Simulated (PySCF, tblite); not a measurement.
**C4H8BFO2: dynamics, then NMR shifts on frames, part 1 of 2**

Aim: move C4H8BFO2 (`CC[C@@H]1OBO[C@H]1F`) away from its starting geometry and see how NMR shifts follow the geometry.

Computed with tblite 0.8.0 and PySCF 2.14.0, with density-fitted response routines of our own, on a single molecule in the gas phase. Atoms count from 0, in the outputs and in this text.

## 1. The starting structure

16 atoms, charge 0, multiplicity 1; geometry from: GFN2-xTB.

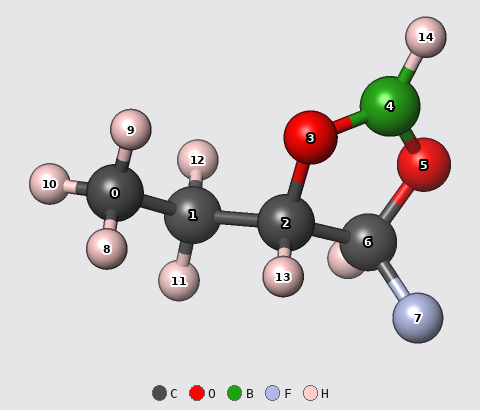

As it starts; carbon dark grey, oxygen red, boron green, fluorine light blue, hydrogen pink, atoms numbered.

## 2. A short Langevin run with GFN2-xTB

The job: settings as JSON, then the geometry in Å.

```
{"job": {"kind": "md", "xc": "GFN2-xTB", "basis": "xTB", "temperature": 600, "steps": 2000, "every": 50, "frames": 5}, "charge": 0, "multiplicity": 1}
C      2.131931     0.463961    -0.383660
C      1.044041    -0.254042     0.405954
C     -0.271216    -0.287489    -0.371411
O     -0.759775     1.024069    -0.598014
B     -1.954999     1.162315     0.008150
O     -2.351012     0.019773     0.656243
C     -1.424832    -0.969521     0.405754
F     -2.005527    -1.947389    -0.370681
H      2.347946    -0.068984    -1.306437
H      1.803368     1.469008    -0.633764
H      3.044659     0.527524     0.202744
H      1.346343    -1.281436     0.619110
H      0.873676     0.262745     1.353466
H     -0.133986    -0.779817    -1.341506
H     -2.579484     2.137876     0.008161
H     -1.118730    -1.469648     1.334479
```

Level: GFN2-xTB Langevin dynamics, gas phase.

On the command line:

```
$ OMP_NUM_THREADS=1 python probes_run.py task.json out
```

The driver reads the jobs from task.json and runs them one after another.

Standard output:

```text
t/fs     T/K      E/eV
    0.0   487.9   -730.58455
   25.0   253.5   -729.91446
   50.0   611.3   -730.17126
   75.0   423.8   -729.59104
  100.0   490.3   -729.61815
  125.0   563.7   -729.51960
  150.0   509.2   -729.72108
  175.0   434.1   -729.54973
  200.0   379.6   -729.59579
  225.0   578.7   -729.55490
  250.0   473.6   -729.47592
  275.0   464.3   -729.71773
  300.0   660.2   -729.62590
  325.0   425.0   -729.21819
  350.0   660.3   -729.68508
  375.0   633.5   -729.76276
  400.0   580.4   -729.56798
  425.0   549.5   -729.32855
  450.0   599.7   -728.91798
  475.0   783.0   -729.31370
  500.0   577.6   -729.50097
  525.0   631.6   -729.47686
  550.0   636.2   -729.23920
  575.0   709.6   -729.60093
  600.0   691.0   -729.42131
  625.0   839.6   -729.43276
  650.0   579.8   -729.16964
  675.0   796.8   -729.37637
  700.0   588.1   -728.61424
  725.0   949.6   -729.07337
  750.0   886.0   -729.25204
  775.0   690.9   -729.12696
  800.0   640.5   -729.15291
  825.0   724.2   -729.54240
  850.0   627.2   -729.43625
  875.0   567.2   -729.56159
  900.0   816.1   -729.59535
  925.0   763.6   -729.50332
  950.0   661.8   -729.56126
  975.0   616.8   -729.75893
 1000.0   537.5   -729.53995
```

It took 11 s on 1 thread of Arm Neoverse V1, shared host; peak memory 0.18 GiB.

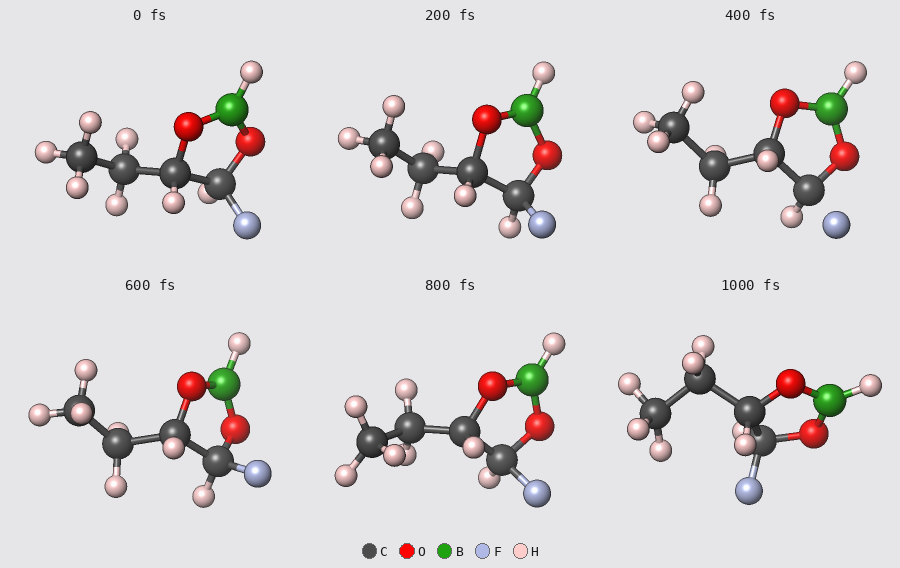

Frames of the run.

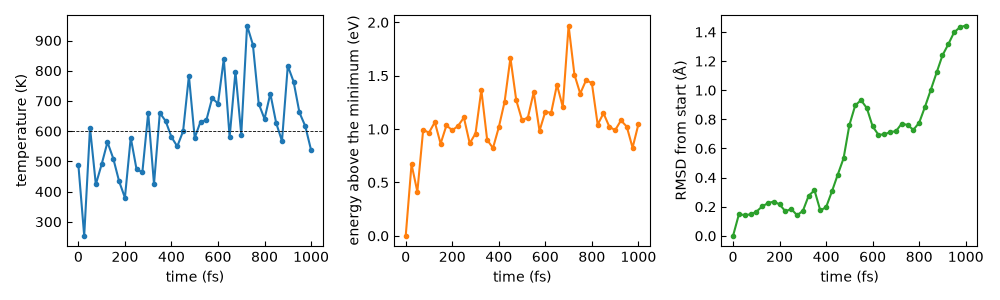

Temperature, potential energy and distance from the start.

Positions (Å) and forces (eV/Å) at 1000 fs:

```xyz
16

C     1.133    0.714    1.268    1.452    0.221   -0.280
C    -0.136    1.562    1.163   -1.050   -1.319   -0.093
C    -1.340    0.622    0.763    3.433    0.032    0.531
O    -2.494    1.308    0.618   -0.780    0.986   -0.729
B    -3.477    0.568    1.112   -0.401   -0.524    0.616
O    -2.966   -0.517    1.800   -0.410   -0.682    0.710
C    -1.560   -0.536    1.780   -2.666    0.526   -4.207
F    -1.088   -1.676    1.148   -0.299   -0.137    0.423
H     1.724    1.395    1.955    0.161   -1.695   -0.675
H     1.101   -0.402    1.526   -0.398    1.941    0.415
H     1.640    0.658    0.265   -0.352    0.390    0.895
H    -0.322    2.138    2.113   -0.178   -0.812   -0.906
H     0.000    2.270    0.356   -0.077    0.292   -0.034
H    -1.117    0.015   -0.147    0.187    0.902   -0.065
H    -4.591    0.885    0.996    0.072   -0.311    0.195
H    -1.136   -0.512    2.691    1.306    0.190    3.205
```

## 3. Nuclear shieldings: 250 fs, PBE0/pcSseg-1

The job: settings as JSON, then the geometry in Å.

```
{"job": {"kind": "nmr", "xc": "PBE0", "basis": "pcSseg-1", "pop": false}, "charge": 0, "multiplicity": 1}
C      1.613400     0.420600     0.098900
C      0.470800    -0.535500     0.536500
C     -0.828100    -0.288300    -0.245000
O     -1.518800     0.934000    -0.037200
B     -2.601000     0.605700     0.659900
O     -2.877900    -0.676400     0.889600
C     -1.888600    -1.418100     0.258500
F     -2.611500    -2.029800    -0.849300
H      2.148600     0.196500    -0.970000
H      1.296300     1.479300     0.161000
H      2.422900     0.169700     0.786100
H      0.655500    -1.597300     0.584500
H      0.108100    -0.206800     1.584600
H     -0.569600    -0.393000    -1.307900
H     -3.351400     1.502100     1.128900
H     -1.608200    -2.282300     0.917600
```

Level: GIAO PBE0/pcSseg-1 NMR shielding, non-relativistic, gas phase.

Standard output:

```text
coarse grid: 13648 points
cycle   1  E = -431.6805544656  dE =  1.011e+00  |g| = 9.428e-01  |ddm| = 3.380e+00
cycle   2  E = -431.4650829628  dE =  2.155e-01  |g| = 1.482e+00  |ddm| = 1.483e+00
cycle   3  E = -431.8382625561  dE = -3.732e-01  |g| = 8.281e-02  |ddm| = 9.687e-01
cycle   4  E = -431.8390807208  dE = -8.182e-04  |g| = 5.850e-02  |ddm| = 9.151e-02
cycle   5  E = -431.8396982720  dE = -6.176e-04  |g| = 1.260e-02  |ddm| = 4.208e-02
cycle   6  E = -431.8397236722  dE = -2.540e-05  |g| = 4.121e-03  |ddm| = 9.903e-03
cycle   7  E = -431.8397272050  dE = -3.533e-06  |g| = 7.530e-04  |ddm| = 3.192e-03
final grid: 133040 points
cycle   8  E = -431.9163346838  dE = -5.163e-05  |g| = 1.170e-02  |ddm| = 3.151e-02
cycle   9  E = -431.9163065882  dE =  2.810e-05  |g| = 1.734e-02  |ddm| = 1.757e-02
cycle  10  E = -431.9163603005  dE = -5.371e-05  |g| = 8.258e-04  |ddm| = 1.041e-02
cycle  11  E = -431.9163604333  dE = -1.327e-07  |g| = 3.019e-04  |ddm| = 8.523e-04
cycle  12  E = -431.9163604514  dE = -1.814e-08  |g| = 9.346e-05  |ddm| = 2.507e-04
cycle  13  E = -431.9163604530  dE = -1.571e-09  |g| = 3.699e-05  |ddm| = 8.678e-05
cycle  14  E = -431.9163604532  dE = -2.324e-10  |g| = 9.921e-06  |ddm| = 2.583e-05
converged SCF energy = -431.9163604532

GIAO shielding tensors (ppm)
atom      isotropic    diamagn.    paramagn.     s11        s22        s33       span
  0 C      165.017     244.272     -79.255    147.016    170.337    177.698     30.682
  1 C      144.196     251.203    -107.007    132.324    142.239    158.025     25.701
  2 C       92.489     246.576    -154.087     71.100     88.806    117.561     46.460
  3 O      180.859     391.553    -210.694     53.978    219.256    269.344    215.366
  4 B       73.583     197.697    -124.113     65.366     72.796     82.587     17.221
  5 O      136.738     393.447    -256.709     21.479    125.595    263.138    241.659
  6 C       50.488     249.583    -199.096     27.247     51.404     72.812     45.565
  7 F      256.879     473.075    -216.196    126.171    280.244    364.222    238.051
  8 H       27.753      26.288       1.465     24.320     25.081     33.857      9.537
  9 H       29.233      28.634       0.599     24.284     28.625     34.789     10.505
 10 H       29.760      28.149       1.611     24.782     27.792     36.707     11.925
 11 H       29.932      32.854      -2.922     25.101     30.185     34.510      9.409
 12 H       29.053      31.189      -2.136     24.962     30.207     31.991      7.028
 13 H       26.900      31.021      -4.120     24.204     26.814     29.683      5.480
 14 H       26.410      27.175      -0.765     23.336     24.964     30.930      7.594
 15 H       24.780      29.047      -4.267     22.656     24.902     26.782      4.127
```

Wall time 21 s (1 thread of Arm Neoverse V1, shared host); peak memory 0.79 GiB.

Shifts follow as δ = σ(reference) − σ, with reference shieldings (ppm) from runs at the same level and on the same kind of geometry: ¹H TMS 31.72, ¹³C TMS 186.9, ¹⁹F CFCl3 170.9, ¹⁷O H2O 336.1, ¹¹B BF3·OEt2 100.1. The references are single molecules in the gas phase, so shifts against H2O, NH3, PH3, H3PO4 or CFCl3 are not on the usual liquid scales and can be off by tens of ppm. Each atom is listed at this fixed geometry, with no averaging over motion; a spectrum would average atoms that exchange fast.

```
atoms                                              environment  σ (ppm)  δ (ppm)
   C6                                 sp3 CH bonded to F and O     50.5    136.4
   C2                                       sp3 CH bonded to O     92.5     94.4
   C1                                                  sp3 CH2    144.2     42.7
   C0                                            methyl carbon    165.0     21.9
  H15                  hydrogen on an sp3 CH bonded to F and O    24.78     6.94
  H14  hydrogen on a boron bonded to 2 O, in a 5-membered ring    26.41     5.31
  H13                        hydrogen on an sp3 CH bonded to O    26.90     4.82
   H8                              hydrogen on a methyl carbon    27.75     3.96
  H12                                   hydrogen on an sp3 CH2    29.05     2.66
   H9                              hydrogen on a methyl carbon    29.23     2.48
  H10                              hydrogen on a methyl carbon    29.76     1.96
  H11                                   hydrogen on an sp3 CH2    29.93     1.78
   O5              oxygen bonded to C, B, in a 5-membered ring    136.7    199.3
   O3              oxygen bonded to C, B, in a 5-membered ring    180.9    155.2
   B4             boron bonded to 2 O, H, in a 5-membered ring     73.6     26.5
   F7                                fluorine on an sp3 carbon    256.9    -85.9
```

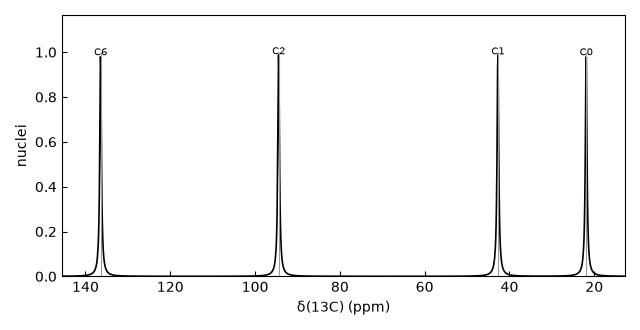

¹³C lines at the computed shifts, without couplings. Lines are broadened to a width of 0.46 ppm (Lorentzian).

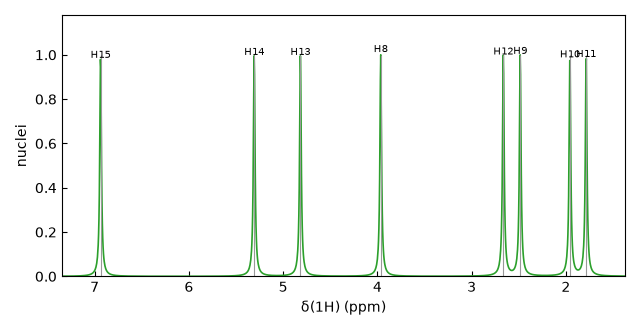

¹H lines at the computed shifts, without couplings. Lines are broadened to a width of 0.02 ppm (Lorentzian).

Ring of atoms C2, O3, B4, O5, C6: NICS(0) -5.7, NICS(1) -3.2, NICS(1)zz -5.0 ppm (means of both faces).

## 4. Nuclear shieldings: 425 fs, PBE0/pcSseg-1

The job: settings as JSON, then the geometry in Å.

```
{"job": {"kind": "nmr", "xc": "PBE0", "basis": "pcSseg-1", "pop": false}, "charge": 0, "multiplicity": 1}
C      0.813400     0.513900     0.343800
C     -0.128800    -0.658000     0.680000
C     -1.534100    -0.430600     0.275800
O     -2.207300     0.611100     0.997600
B     -3.447200     0.222400     1.526100
O     -3.725500    -1.081900     1.302400
C     -2.546900    -1.488800     0.607500
F     -3.071400    -1.942800    -0.535600
H      1.344700     0.073600    -0.551800
H      0.245800     1.448400     0.157600
H      1.464800     0.753000     1.104300
H      0.282900    -1.534700     0.166400
H     -0.280100    -0.807100     1.759800
H     -1.503800    -0.218100    -0.839300
H     -4.185800     1.014900     1.988500
H     -2.048400    -2.341500     0.996300
```

With the program's defaults for keys left out, this is: GIAO PBE0/pcSseg-1 NMR shielding, non-relativistic, gas phase.

Standard output:

```text
coarse grid: 13648 points
cycle   1  E = -431.6882692648  dE =  1.305e+00  |g| = 9.108e-01  |ddm| = 3.436e+00
cycle   2  E = -431.5257451832  dE =  1.625e-01  |g| = 1.341e+00  |ddm| = 1.379e+00
cycle   3  E = -431.8341196495  dE = -3.084e-01  |g| = 7.725e-02  |ddm| = 8.679e-01
cycle   4  E = -431.8349731172  dE = -8.535e-04  |g| = 4.481e-02  |ddm| = 7.706e-02
cycle   5  E = -431.8353561651  dE = -3.830e-04  |g| = 1.154e-02  |ddm| = 3.508e-02
cycle   6  E = -431.8353759952  dE = -1.983e-05  |g| = 4.693e-03  |ddm| = 9.752e-03
cycle   7  E = -431.8353802681  dE = -4.273e-06  |g| = 7.357e-04  |ddm| = 3.512e-03
final grid: 133040 points
cycle   8  E = -431.9080074759  dE = -4.279e-05  |g| = 1.175e-02  |ddm| = 2.759e-02
cycle   9  E = -431.9079799593  dE =  2.752e-05  |g| = 1.719e-02  |ddm| = 1.767e-02
cycle  10  E = -431.9080335451  dE = -5.359e-05  |g| = 1.071e-03  |ddm| = 1.066e-02
cycle  11  E = -431.9080337921  dE = -2.470e-07  |g| = 2.141e-04  |ddm| = 9.412e-04
cycle  12  E = -431.9080338004  dE = -8.331e-09  |g| = 9.596e-05  |ddm| = 2.136e-04
cycle  13  E = -431.9080338019  dE = -1.448e-09  |g| = 3.093e-05  |ddm| = 7.747e-05
cycle  14  E = -431.9080338020  dE = -1.539e-10  |g| = 1.013e-05  |ddm| = 2.505e-05
converged SCF energy = -431.9080338020

GIAO shielding tensors (ppm)
atom      isotropic    diamagn.    paramagn.     s11        s22        s33       span
  0 C      175.402     247.717     -72.315    157.323    175.279    193.605     36.282
  1 C      156.443     247.517     -91.074    143.217    159.475    166.636     23.420
  2 C      100.791     241.652    -140.861     69.838    104.132    128.402     58.564
  3 O      157.174     393.582    -236.408     38.715    199.589    233.218    194.503
  4 B       71.516     199.191    -127.675     58.022     70.739     85.786     27.763
  5 O      119.565     397.856    -278.290     10.300    124.787    223.608    213.308
  6 C       68.430     251.665    -183.235     40.153     73.847     91.290     51.136
  7 F      312.917     471.803    -158.885    233.202    316.888    388.662    155.460
  8 H       28.908      29.574      -0.665     23.003     27.718     36.004     13.001
  9 H       29.692      29.920      -0.228     24.731     29.535     34.811     10.079
 10 H       31.575      31.461       0.114     27.117     29.058     38.550     11.432
 11 H       29.533      31.681      -2.148     23.717     29.942     34.939     11.222
 12 H       30.120      30.961      -0.841     25.128     30.739     34.494      9.367
 13 H       26.753      29.859      -3.107     23.393     26.620     30.245      6.852
 14 H       27.142      28.466      -1.324     24.589     25.715     31.122      6.533
 15 H       26.412      31.014      -4.602     24.243     26.838     28.154      3.911
```

Run time: 21 s. Hardware: 1 thread of Arm Neoverse V1, shared host; peak memory 0.84 GiB.

Key values: δ C6 118.5, C2 86.1, C1 30.5, C0 11.5, H15 5.31, H13 4.96 ppm.

(Continued in part 2 of 2.)
